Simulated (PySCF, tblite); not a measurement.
# C3H5N: changes of charge, electronic excitations, EPR parameters, part 2 of 3

tblite 0.8.0 and PySCF 2.14.0. Atoms count from 0.

## 8. Geometry optimisation with GFN2-xTB

This step treats C3H5N+ (doublet), labelled `CCC#[N+]` (the label fixes atoms and charge, not where charge and spin sit).

Job settings and geometry (Å):

```
{"job": {"kind": "relax", "xc": "GFN2-xTB", "basis": "xTB"}, "charge": 1, "multiplicity": 2}
C     -0.947400     0.335100    -0.002900
C      0.295900    -0.432900    -0.344500
C      1.478300    -0.008500     0.458400
N      2.359900     0.379100     1.061500
H     -1.803400    -0.034500    -0.595000
H     -1.245800     0.232600     1.053600
H     -0.833100     1.418000    -0.219300
H      0.174300    -1.508600    -0.126000
H      0.571800    -0.354700    -1.390500
```

The log of the run:

```text
step      E/eV     max force
  0    -307.27513    1.379
  1    -307.29819    1.913
  2    -307.30397    1.166
  3    -307.31773    0.210
  4    -307.31991    0.173
  5    -307.32277    0.114
  6    -307.32338    0.094
  7    -307.32403    0.044
  8    -307.32417    0.026
  9    -307.32422    0.019
 10    -307.32426    0.023
 11    -307.32436    0.037
 12    -307.32455    0.065
 13    -307.32500    0.112
 14    -307.32527    0.174
 15    -307.32609    0.117
 16    -307.32722    0.088
 17    -307.32876    0.188
 18    -307.32997    0.128
 19    -307.33112    0.109
 20    -307.33311    0.091
 21    -307.33348    0.081
 22    -307.33407    0.062
 23    -307.33494    0.043
 24    -307.33517    0.026
 25    -307.33522    0.023
 26    -307.33527    0.019
 27    -307.33532    0.015
 28    -307.33535    0.013
 29    -307.33537    0.011
 30    -307.33538    0.009
```

It took 0.1 s on 1 thread of Arm Neoverse V1, shared host.

Along the way:

```csv
step,energy from step 0 (eV),largest force (eV/Å)
0,0.0000,1.3794
1,-0.0231,1.9130
2,-0.0288,1.1664
3,-0.0426,0.2103
4,-0.0448,0.1731
5,-0.0476,0.1143
6,-0.0482,0.0936
7,-0.0489,0.0440
8,-0.0490,0.0261
9,-0.0491,0.0193
10,-0.0491,0.0225
11,-0.0492,0.0373
12,-0.0494,0.0652
13,-0.0499,0.1122
14,-0.0501,0.1741
15,-0.0510,0.1171
16,-0.0521,0.0880
17,-0.0536,0.1877
18,-0.0548,0.1285
19,-0.0560,0.1086
20,-0.0580,0.0907
21,-0.0584,0.0810
22,-0.0589,0.0624
23,-0.0598,0.0435
24,-0.0600,0.0256
25,-0.0601,0.0225
26,-0.0601,0.0186
27,-0.0602,0.0146
28,-0.0602,0.0134
29,-0.0602,0.0112
30,-0.0602,0.0092
```

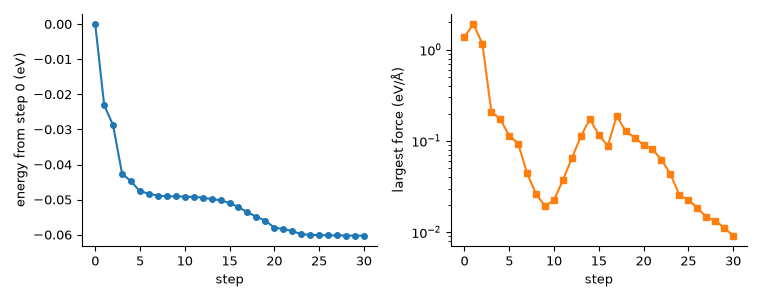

Energy and force, step by step.

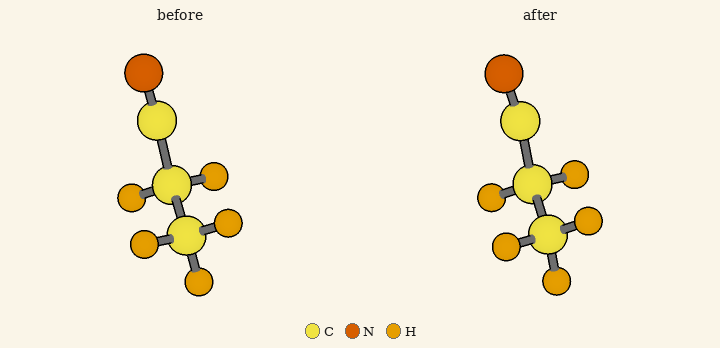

Before and after, at one scale.

Distances of close pairs at the start and the end, largest changes first:

```csv
bond,before (Å),after (Å),change (Å)
C1–C2,1.491,1.443,-0.048
C1–H8,1.085,1.098,+0.014
C0–H5,1.103,1.090,-0.012
C0–C1,1.501,1.494,-0.007
C1–H7,1.104,1.110,+0.006
C0–H6,1.110,1.105,-0.006
C0–H4,1.105,1.102,-0.002
C2–N3,1.136,1.137,+0.001
```

The final coordinates are the input of the step that follows.

## 9. Harmonic vibrations with GFN2-xTB

Job settings and geometry (Å):

```
{"job": {"kind": "ir", "xc": "GFN2-xTB", "basis": "xTB"}, "charge": 1, "multiplicity": 2}
C     -0.944359     0.326603     0.017476
C      0.302741    -0.419163    -0.328097
C      1.438817    -0.046671     0.479265
N      2.351935     0.359401     1.022065
H     -1.766658    -0.007726    -0.636087
H     -1.210855     0.243191     1.071420
H     -0.892161     1.399200    -0.241037
H      0.199318    -1.501013    -0.100647
H      0.571719    -0.328124    -1.388989
```

The log of the run:

```text
mode    cm-1     km/mol
  1     190.3     14.31
  2     211.6      3.40
  3     341.6      7.71
  4     445.8      7.24
  5     714.8     62.69
  6     802.5      0.56
  7     830.3      8.67
  8     896.2     16.34
  9     959.4     18.58
 10    1046.6     52.82
 11    1127.7      2.59
 12    1212.1    256.89
 13    1255.2    100.34
 14    1291.1    119.95
 15    1373.4     39.76
 16    2383.5     76.88
 17    2765.4     90.56
 18    2811.5     89.83
 19    2884.5    204.15
 20    2921.0     41.41
 21    3022.0     23.58
ZPE 176.369  H(298)-E 192.091  G(298)-E 104.037 kJ/mol  S 295.34 J/(mol K)
```

Wall time 0.16 s (1 thread of Arm Neoverse V1, shared host).

Which atoms move in the most intense modes:

```csv
cm⁻¹,km/mol,atoms
715,62.7,"H7 27 %, H8 26 %, C1 18 %, H6 14 %"
1212,256.9,"H4 39 %, H6 22 %, H5 17 %, H8 11 %"
1255,100.3,"H8 36 %, C1 27 %, H4 18 %, H6 10 %"
1291,120.0,"H8 32 %, H7 24 %, H5 14 %, H6 13 %"
2384,76.9,"C2 58 %, N3 41 %"
2765,90.6,H7 92 %
2812,89.8,"H6 61 %, H4 30 %"
2884,204.2,"H4 60 %, H6 31 %"
```

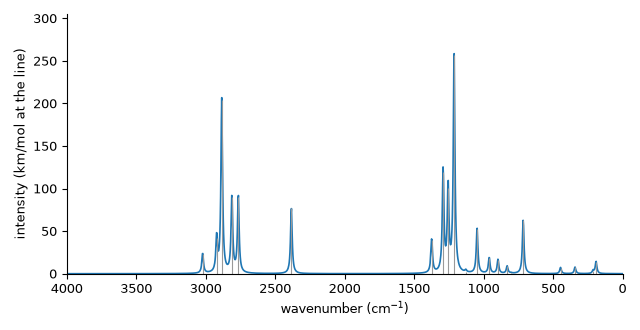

The infrared spectrum from these modes, unscaled. Lines are broadened to a width of 14 cm⁻¹ (Lorentzian).

## 10. Geometry optimisation at PBE0-D3(BJ)/def2-SVP

This step treats C₃H₅N+ (doublet), labelled `CCC#[N+]` (the label fixes atoms and charge, not where charge and spin sit).

Settings changed since step 9:

```diff
@@ -1,2 +1,2 @@
-{"job": {"kind": "ir", "xc": "GFN2-xTB", "basis": "xTB"}, "charge": 1, "multiplicity": 2}
+{"job": {"xc": "PBE0", "basis": "def2-SVP", "d3": "d3bj", "grid": 1, "kind": "geom"}, "charge": 1, "multiplicity": 2}
 C     -0.944359     0.326603     0.017476
```

The log of the run:

```text
step   0  E = -171.29739853  max force = 0.108165
step   1  E = -171.30773914  max force = 0.022705
step   2  E = -171.31037396  max force = 0.011122
step   3  E = -171.31102573  max force = 0.008612
step   4  E = -171.31140882  max force = 0.001509
step   5  E = -171.31142714  max force = 0.000853
step   6  E = -171.31143253  max force = 0.000336
optimisation converged
```

It took 23 s on 1 thread of Arm Neoverse V1, shared host.

The steps of the relaxation:

```csv
step,energy from step 0 (eV),largest force component (eV/Å)
0,0.0000,5.5621
1,-0.2814,1.1675
2,-0.3531,0.5719
3,-0.3708,0.4428
4,-0.3812,0.0776
5,-0.3817,0.0439
6,-0.3819,0.0173
```

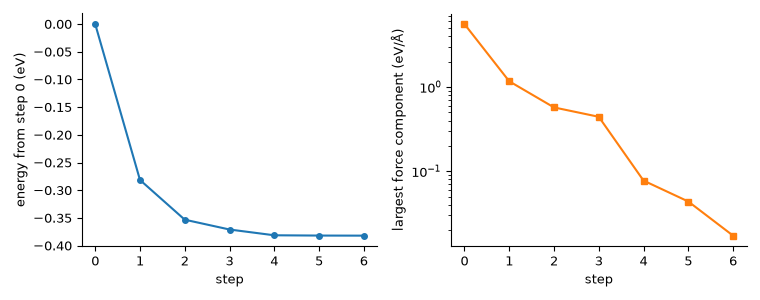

Energy and largest force along the relaxation.

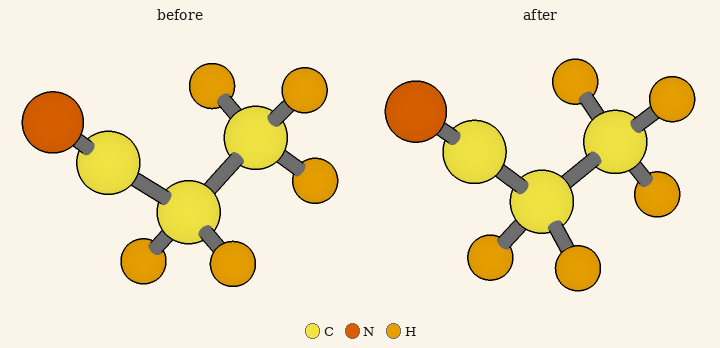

The geometry before (left) and after (right).

Close pairs (by a distance rule), those that changed most:

```csv
bond,before (Å),after (Å),change (Å)
C2–N3,1.137,1.192,+0.055
C1–H8,1.098,1.136,+0.037
C1–C2,1.443,1.406,-0.037
C1–H7,1.110,1.141,+0.030
C0–H5,1.090,1.107,+0.016
C0–H6,1.105,1.110,+0.005
C0–H4,1.102,1.097,-0.005
C0–C1,1.494,1.496,+0.002
```

The next job starts from the end point, and lists it.

```csv
at the end point,value
"rotational constants (GHz, main isotopes)","32.443, 4.458, 4.103"
⟨S²⟩,0.761
```

## 11. Harmonic vibrations (C3H5N+ (doublet), CCC#[N+]): PBE0-D3(BJ)/def2-SVP

Job settings and geometry (Å):

```
{"job": {"xc": "PBE0", "basis": "def2-SVP", "d3": "d3bj", "grid": 2, "kind": "hessian"}, "charge": 1, "multiplicity": 2}
C     -1.030943     0.254789    -0.018490
C      0.327804    -0.333050    -0.230644
C      1.460669     0.183010     0.422896
N      2.435184     0.591454     0.974615
H     -1.783937    -0.327051    -0.564765
H     -1.297439     0.301368     1.054651
H     -1.066608     1.307179    -0.369498
H      0.380504    -1.458573    -0.052224
H      0.624762    -0.471743    -1.317959
```

The log of the run:

```text
coarse grid: 7424 points
cycle   1  E = -171.2477829067  dE =  6.804e-01  |g| = 2.514e-01  |ddm| = 2.165e+00
cycle   2  E = -171.1834528756  dE =  6.433e-02  |g| = 4.674e-01  |ddm| = 7.239e-01
cycle   3  E = -171.2861990707  dE = -1.027e-01  |g| = 7.000e-02  |ddm| = 3.730e-01
cycle   4  E = -171.2875335807  dE = -1.335e-03  |g| = 5.100e-02  |ddm| = 1.127e-01
cycle   5  E = -171.2890562049  dE = -1.523e-03  |g| = 1.037e-02  |ddm| = 5.703e-02
cycle   6  E = -171.2891497817  dE = -9.358e-05  |g| = 7.798e-03  |ddm| = 2.008e-02
cycle   7  E = -171.2892031353  dE = -5.335e-05  |g| = 2.407e-03  |ddm| = 1.122e-02
cycle   8  E = -171.2892140680  dE = -1.093e-05  |g| = 1.173e-03  |ddm| = 6.350e-03
cycle   9  E = -171.2892164342  dE = -2.366e-06  |g| = 4.188e-04  |ddm| = 3.174e-03
final grid: 71480 points
cycle  10  E = -171.3114520879  dE = -1.118e-05  |g| = 3.194e-03  |ddm| = 1.048e-02
cycle  11  E = -171.3114519849  dE =  1.031e-07  |g| = 3.334e-03  |ddm| = 5.715e-03
cycle  12  E = -171.3114575515  dE = -5.567e-06  |g| = 5.480e-04  |ddm| = 3.016e-03
cycle  13  E = -171.3114577511  dE = -1.996e-07  |g| = 1.379e-04  |ddm| = 7.128e-04
cycle  14  E = -171.3114577801  dE = -2.898e-08  |g| = 1.484e-04  |ddm| = 2.987e-04
cycle  15  E = -171.3114578065  dE = -2.639e-08  |g| = 6.883e-05  |ddm| = 2.329e-04
cycle  16  E = -171.3114578233  dE = -1.682e-08  |g| = 3.075e-05  |ddm| = 2.953e-04
cycle  17  E = -171.3114578271  dE = -3.766e-09  |g| = 1.696e-05  |ddm| = 1.303e-04
cycle  18  E = -171.3114578288  dE = -1.757e-09  |g| = 1.117e-05  |ddm| = 8.251e-05
cycle  19  E = -171.3114578309  dE = -2.031e-09  |g| = 6.609e-06  |ddm| = 1.357e-04
cycle  20  E = -171.3114578317  dE = -8.410e-10  |g| = 3.781e-06  |ddm| = 1.056e-04
cycle  21  E = -171.3114578319  dE = -1.791e-10  |g| = 2.018e-06  |ddm| = 4.936e-05
cycle  22  E = -171.3114578319  dE = -4.241e-11  |g| = 1.183e-06  |ddm| = 3.090e-05
converged SCF energy = -171.3114578319

mode    cm-1
  1      75.3
  2     213.4
  3     274.3
  4     484.6
  5     554.8
  6     833.2
  7     884.8
  8     944.1
  9     967.9
 10    1001.9
 11    1076.1
 12    1258.9
 13    1323.6
 14    1352.6
 15    1431.8
 16    2124.8
 17    2668.0
 18    2798.1
 19    2981.7
 20    3052.5
 21    3196.7
ZPE 176.444  H(298)-E 192.965  G(298)-E 102.976 kJ/mol  S 301.82 J/(mol K)
```

Wall time 2.6 min (1 thread of Arm Neoverse V1, shared host); peak memory 1.4 GiB.

Zero-point energy 176.44 kJ/mol (xTB gave 176.37).

## 12. Single point (C3H5N): wB97X-D3(BJ)/ma-def2-TZVP

Geometry: PBE0-D3(BJ)/def2-SVP, that of another charge or spin state.

Settings changed since step 11:

```diff
@@ -1,2 +1,2 @@
-{"job": {"xc": "PBE0", "basis": "def2-SVP", "d3": "d3bj", "grid": 2, "kind": "hessian"}, "charge": 1, "multiplicity": 2}
+{"job": {"kind": "sp", "xc": "wB97X", "basis": "ma-def2-TZVP", "d3": "d3bj", "grid": 2}, "charge": 0, "multiplicity": 1}
 C     -1.030943     0.254789    -0.018490
```

The log of the run:

```text
coarse grid: 7424 points
cycle   1  E = -172.1363129267  dE =  4.111e-01  |g| = 5.007e-01  |ddm| = 2.126e+00
cycle   2  E = -172.0642276956  dE =  7.209e-02  |g| = 8.263e-01  |ddm| = 8.265e-01
cycle   3  E = -172.2044810070  dE = -1.403e-01  |g| = 3.875e-02  |ddm| = 4.343e-01
cycle   4  E = -172.2049372686  dE = -4.563e-04  |g| = 1.217e-02  |ddm| = 7.156e-02
cycle   5  E = -172.2049813361  dE = -4.407e-05  |g| = 3.863e-03  |ddm| = 1.951e-02
cycle   6  E = -172.2049861886  dE = -4.852e-06  |g| = 1.042e-03  |ddm| = 6.997e-03
final grid: 71480 points
cycle   7  E = -172.1918391659  dE = -2.859e-05  |g| = 2.219e-03  |ddm| = 6.458e-02
cycle   8  E = -172.1918396718  dE = -5.059e-07  |g| = 1.854e-03  |ddm| = 4.075e-03
cycle   9  E = -172.1918403435  dE = -6.717e-07  |g| = 6.267e-04  |ddm| = 1.266e-03
cycle  10  E = -172.1918404148  dE = -7.128e-08  |g| = 2.583e-04  |ddm| = 4.506e-04
cycle  11  E = -172.1918404296  dE = -1.477e-08  |g| = 2.048e-05  |ddm| = 2.188e-04
cycle  12  E = -172.1918404298  dE = -2.261e-10  |g| = 8.176e-06  |ddm| = 5.748e-05
converged SCF energy = -172.1918404298
```

Wall time 4.9 s (1 thread of Arm Neoverse V1, shared host); peak memory 0.57 GiB.

## 13. Single point (C₃H₅N+ (doublet), CCC#[N+]): wB97X-D3(BJ)/ma-def2-TZVP

Geometry: PBE0-D3(BJ)/def2-SVP.

Settings changed since step 12:

```diff
@@ -1,2 +1,2 @@
-{"job": {"kind": "sp", "xc": "wB97X", "basis": "ma-def2-TZVP", "d3": "d3bj", "grid": 2}, "charge": 0, "multiplicity": 1}
+{"job": {"kind": "sp", "xc": "wB97X", "basis": "ma-def2-TZVP", "d3": "d3bj", "grid": 2}, "charge": 1, "multiplicity": 2}
 C     -1.030943     0.254789    -0.018490
```

The log of the run:

```text
final grid: 71480 points
cycle   1  E = -171.7550889623  dE = -2.593e-02  |g| = 1.954e-01  |ddm| = 3.805e-01
cycle   2  E = -171.7552679823  dE = -1.790e-04  |g| = 1.983e-01  |ddm| = 2.840e-01
cycle   3  E = -171.7721928533  dE = -1.692e-02  |g| = 3.790e-02  |ddm| = 1.355e-01
cycle   4  E = -171.7729386860  dE = -7.458e-04  |g| = 8.201e-03  |ddm| = 2.569e-02
cycle   5  E = -171.7731468235  dE = -2.081e-04  |g| = 5.956e-03  |ddm| = 1.899e-02
cycle   6  E = -171.7732262000  dE = -7.938e-05  |g| = 2.641e-03  |ddm| = 9.980e-03
cycle   7  E = -171.7732636295  dE = -3.743e-05  |g| = 1.583e-03  |ddm| = 8.691e-03
cycle   8  E = -171.7732736685  dE = -1.004e-05  |g| = 7.532e-04  |ddm| = 4.929e-03
cycle   9  E = -171.7732762600  dE = -2.591e-06  |g| = 3.319e-04  |ddm| = 2.790e-03
cycle  10  E = -171.7732765873  dE = -3.273e-07  |g| = 1.312e-04  |ddm| = 9.996e-04
cycle  11  E = -171.7732766456  dE = -5.828e-08  |g| = 4.597e-05  |ddm| = 4.660e-04
cycle  12  E = -171.7732766520  dE = -6.408e-09  |g| = 2.178e-05  |ddm| = 1.292e-04
converged SCF energy = -171.7732766520
```

Wall time 15 s (1 thread of Arm Neoverse V1, shared host); peak memory 0.61 GiB.

(Continued in part 3 of 3.)
